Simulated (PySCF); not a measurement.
# [TbI2]+: other functionals and bases at one geometry

Aim: see how levels, charges and forces of [TbI2]+ depend on the level of theory. It is a constructed species; whether it can be made isn't addressed.

The runs use PySCF 2.14.0; several levels, as the steps say, no spin–orbit coupling.

1 further run of the same task is left out (for a known fault of the program).

## (1) Starting geometry

3 atoms, charge 1, spin multiplicity 1.

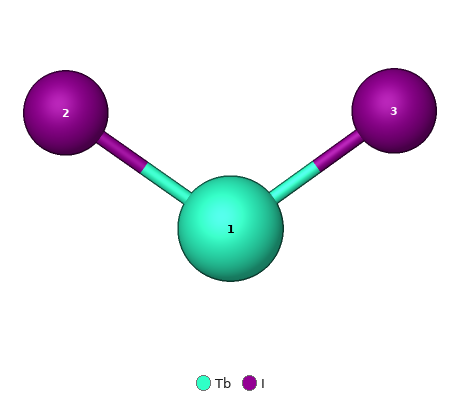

The geometry (terbium teal, iodine purple); atoms are numbered from 1 in the order of the file.

As a file:

```xyz
3
I2Tb
Tb    0.00000    0.00000   -0.99555
I     2.23202    0.00000    0.59150
I    -2.23202    0.00000    0.59150
```

Formal oxidation states: Tb +3. Each metal's 8 4f electrons lie in its core potential, so multiplicities, spins and levels count the valence alone. An earlier session relaxed this geometry at PBE0, Tb lcecp-1-SVP with ECP54, I def2-SVP with ECP28 (singlet, point group C2v).

At PBE0 on the finer grid: E = -631.791966 Eh, HOMO -11.89 eV, LUMO -7.67 eV, Mulliken charge on Tb1 +1.11 e, largest force component 0.004 eV/Å. 

Levels to run: BP86; M06-L; PBE0, TZVP. Hardware: 2 threads of Arm Neoverse V1, shared host.

## (2) BP86

Contents of run.py (the lines that set the calculation):

```python
mol = gto.M(atom='''
Tb     0.00000     0.00000    -0.99555
I      2.23202     0.00000     0.59150
I     -2.23202     0.00000     0.59150''',
    basis={'Tb': 'lcecp-1-SVP', 'I': 'def2-SVP'},
    ecp={'Tb': 'lcecp-1-SVP', 'I': 'def2-SVP'},
    charge=1, spin=0)
mf = dft.RKS(mol, xc='B88,P86')
mf.grids.atom_grid = (75, 302)  # f atoms: unpruned, at least (60, 302)
mf = mf.density_fit()  # fitting sets: Tb AutoAux, I def2-universal-JKFIT
mf.conv_tol = 1e-08; mf.max_cycle = 55
mf.kernel(dm0)  # dm0: the density of the relaxed state
```

The run is started by

```bash
$ OMP_NUM_THREADS=2 python run.py
```

What it wrote:

```text
init E= -632.095748710452
  HOMO = -0.40140128310359  LUMO = -0.315312963171579  gap/eV = 2.34258
cycle= 1 E= -632.091135264789  delta_E= 0.00461  |g|= 0.13  |ddm|= 0.434
  HOMO = -0.413868691455224  LUMO = -0.275497220933307  gap/eV = 3.76528
cycle= 2 E= -632.040755955841  delta_E= 0.0504  |g|= 0.346  |ddm|= 0.828
  HOMO = -0.403017284012926  LUMO = -0.30455652490912  gap/eV = 2.67925
cycle= 3 E= -632.098445929061  delta_E= -0.0577  |g|= 0.0142  |ddm|= 0.627
  HOMO = -0.402707166065326  LUMO = -0.305382323950569  gap/eV = 2.64834
cycle= 4 E= -632.098494462927  delta_E= -4.85e-05  |g|= 0.00689  |ddm|= 0.0247
  HOMO = -0.403284589909615  LUMO = -0.305453240100833  gap/eV = 2.66213
cycle= 5 E= -632.098510196826  delta_E= -1.57e-05  |g|= 0.00246  |ddm|= 0.0094
  HOMO = -0.403217749576058  LUMO = -0.305227090684007  gap/eV = 2.66646
cycle= 6 E= -632.0985127719  delta_E= -2.58e-06  |g|= 0.000421  |ddm|= 0.00354
  HOMO = -0.403211710512628  LUMO = -0.305186235330198  gap/eV = 2.66741
cycle= 7 E= -632.098512852633  delta_E= -8.07e-08  |g|= 9.23e-05  |ddm|= 0.000723
  HOMO = -0.403215536574212  LUMO = -0.305185651991572  gap/eV = 2.66753
cycle= 8 E= -632.098512855646  delta_E= -3.01e-09  |g|= 2.28e-06  |ddm|= 0.000139
  HOMO = -0.403215633924233  LUMO = -0.305185771760859  gap/eV = 2.66753
Extra cycle  E= -632.098512855646  delta_E= -5.68e-13  |g|= 1.62e-06  |ddm|= 5.4e-06
converged SCF energy = -632.098512855646
```

Run time: 4.9 s. Hardware: 2 threads of Arm Neoverse V1, shared host.

Read off: E = -632.098513 Eh, HOMO -10.97 eV, LUMO -8.30 eV, Mulliken charge on Tb1 +0.98 e, largest force component 0.276 eV/Å. 

## (3) M06-L

Changes to run.py (the lines that set the calculation) since step 2:

```diff
@@ -7,3 +7,3 @@
     charge=1, spin=0)
-mf = dft.RKS(mol, xc='B88,P86')
+mf = dft.RKS(mol, xc='M06L')
 mf.grids.atom_grid = (75, 302)  # f atoms: unpruned, at least (60, 302)
```

The run is started by

```bash
$ OMP_NUM_THREADS=2 python run.py
```

What it wrote:

```text
init E= -632.111705127112
  HOMO = -0.390177384103565  LUMO = -0.281999663283619  gap/eV = 2.94367
cycle= 1 E= -632.10712724035  delta_E= 0.00458  |g|= 0.133  |ddm|= 0.334
  HOMO = -0.408956476224694  LUMO = -0.246665065500626  gap/eV = 4.41617
cycle= 2 E= -632.068620119352  delta_E= 0.0385  |g|= 0.313  |ddm|= 0.76
  HOMO = -0.397951571885922  LUMO = -0.276669426969461  gap/eV = 3.30026
cycle= 3 E= -632.114669140672  delta_E= -0.046  |g|= 0.0138  |ddm|= 0.549
  HOMO = -0.396425300012235  LUMO = -0.275630123302216  gap/eV = 3.28700
cycle= 4 E= -632.114731660584  delta_E= -6.25e-05  |g|= 0.00379  |ddm|= 0.0235
  HOMO = -0.396759313961778  LUMO = -0.275857454964468  gap/eV = 3.28991
cycle= 5 E= -632.114734699295  delta_E= -3.04e-06  |g|= 0.00126  |ddm|= 0.00633
  HOMO = -0.396757300711264  LUMO = -0.275726415319292  gap/eV = 3.29342
cycle= 6 E= -632.114735387308  delta_E= -6.88e-07  |g|= 0.000233  |ddm|= 0.002
  HOMO = -0.396764681628875  LUMO = -0.275711528327207  gap/eV = 3.29402
cycle= 7 E= -632.114735408229  delta_E= -2.09e-08  |g|= 5.98e-05  |ddm|= 0.000446
  HOMO = -0.396767281692776  LUMO = -0.275718595947139  gap/eV = 3.29390
cycle= 8 E= -632.114735409731  delta_E= -1.5e-09  |g|= 1.37e-05  |ddm|= 0.000106
  HOMO = -0.396765048762862  LUMO = -0.275721659739516  gap/eV = 3.29376
Extra cycle  E= -632.114735409202  delta_E= 5.29e-10  |g|= 3.73e-05  |ddm|= 7.99e-05
converged SCF energy = -632.114735409202
```

Wall time 5.8 s (2 threads of Arm Neoverse V1, shared host).

Result: E = -632.114735 Eh, HOMO -10.80 eV, LUMO -7.50 eV, Mulliken charge on Tb1 +1.13 e, largest force component 0.377 eV/Å. 

## (4) PBE0, TZVP

Basis: Tb lcecp-1-TZVP with ECP54, I def2-TZVP with ECP28. 

Contents of run.py (the lines that set the calculation):

```python
mol = gto.M(atom='''
Tb     0.00000     0.00000    -0.99555
I      2.23202     0.00000     0.59150
I     -2.23202     0.00000     0.59150''',
    basis={'Tb': 'lcecp-1-TZVP', 'I': 'def2-TZVP'},
    ecp={'Tb': 'lcecp-1-TZVP', 'I': 'def2-TZVP'},
    charge=1, spin=0)
mf = dft.RKS(mol, xc='PBE0')
mf.grids.atom_grid = (75, 302)  # f atoms: unpruned, at least (60, 302)
mf = mf.density_fit()  # fitting sets: Tb AutoAux, I def2-universal-JKFIT
mf.conv_tol = 1e-08; mf.max_cycle = 55
mf.kernel(dm0)  # dm0: free metal ions and neutral atoms
```

The run is started by

```bash
$ OMP_NUM_THREADS=2 python run.py
```

What it wrote:

```text
init E= -631.644668648845
  HOMO = -0.483830353820309  LUMO = -0.307582198270973  gap/eV = 4.79596
cycle= 1 E= -631.765027943041  delta_E= -0.12  |g|= 0.446  |ddm|= 2.01
  HOMO = -0.392328442286646  LUMO = -0.300151517258445  gap/eV = 2.50826
cycle= 2 E= -631.721731969803  delta_E= 0.0433  |g|= 0.586  |ddm|= 1.26
  HOMO = -0.433457965142748  LUMO = -0.261514394339608  gap/eV = 4.67882
cycle= 3 E= -631.802908100442  delta_E= -0.0812  |g|= 0.202  |ddm|= 0.843
  HOMO = -0.43143279457021  LUMO = -0.279969229266246  gap/eV = 4.12153
cycle= 4 E= -631.813446695233  delta_E= -0.0105  |g|= 0.0336  |ddm|= 0.233
  HOMO = -0.434605822287287  LUMO = -0.277625670478114  gap/eV = 4.27165
cycle= 5 E= -631.813818611435  delta_E= -0.000372  |g|= 0.00855  |ddm|= 0.0488
  HOMO = -0.434484050248133  LUMO = -0.277457547206961  gap/eV = 4.27291
cycle= 6 E= -631.813829705205  delta_E= -1.11e-05  |g|= 0.00128  |ddm|= 0.00636
  HOMO = -0.434346102169339  LUMO = -0.277247313407289  gap/eV = 4.27488
cycle= 7 E= -631.813829964621  delta_E= -2.59e-07  |g|= 0.00053  |ddm|= 0.00195
  HOMO = -0.434345213978733  LUMO = -0.277304238254217  gap/eV = 4.27330
cycle= 8 E= -631.813830063088  delta_E= -9.85e-08  |g|= 7.6e-05  |ddm|= 0.000601
  HOMO = -0.434344356414218  LUMO = -0.277311183145257  gap/eV = 4.27309
cycle= 9 E= -631.813830065831  delta_E= -2.74e-09  |g|= 1.43e-05  |ddm|= 0.000164
  HOMO = -0.434344047601582  LUMO = -0.27730745172009  gap/eV = 4.27318
Extra cycle  E= -631.813830065691  delta_E= 1.41e-10  |g|= 2.79e-05  |ddm|= 4.66e-05
converged SCF energy = -631.813830065691
```

It took 11 s on 2 threads of Arm Neoverse V1, shared host.

Result: E = -631.813830 Eh, HOMO -11.82 eV, LUMO -7.55 eV, Mulliken charge on Tb1 +1.38 e, largest force component 0.065 eV/Å. 

## (5) Results

| level | state | HOMO (eV) | gap (eV) | charge on Tb1 (e) | dipole (D) | largest force (eV/Å) | basis functions | time |
| --- | --- | --- | --- | --- | --- | --- | --- | --- |
| PBE0 (relaxed here) | singlet | -11.89 | 4.22 | 1.11 | 7.49 | 0.00 | 85 | 8.5 s |
| BP86 | singlet | -10.97 | 2.67 | 0.98 | 6.87 | 0.28 | 85 | 4.9 s |
| M06-L | singlet | -10.80 | 3.29 | 1.13 | 7.32 | 0.38 | 85 | 5.8 s |
| PBE0, TZVP | singlet | -11.82 | 4.27 | 1.38 | 7.25 | 0.06 | 147 | 11 s |

Times are on 2 threads of Arm Neoverse V1, shared host; the first row also made further properties. The dipole of a charged species depends on the origin, so these sizes hold for this origin alone.

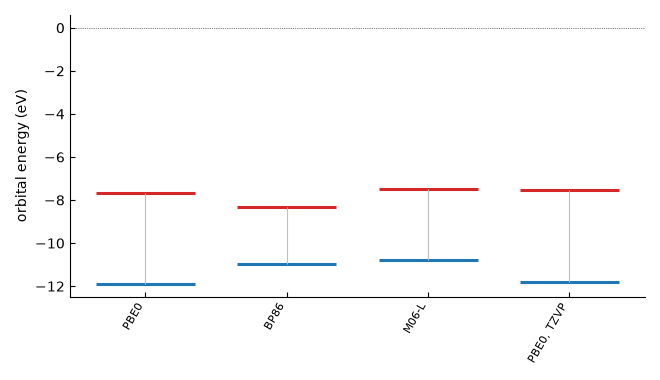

Highest filled and lowest empty level, method by method.

In one basis the HOMO–LUMO gap runs from 2.67 eV (BP86) to 4.22 eV (PBE0). The largest leftover force, 0.38 eV/Å with M06-L, stands at a geometry relaxed at another level. The Mulliken charge on Tb spans +0.98 to +1.38 e over the levels. With 4f in the core, its levels are missing from HOMO and gap. Total energies of different levels can't be compared. Spin–orbit coupling is left out throughout.
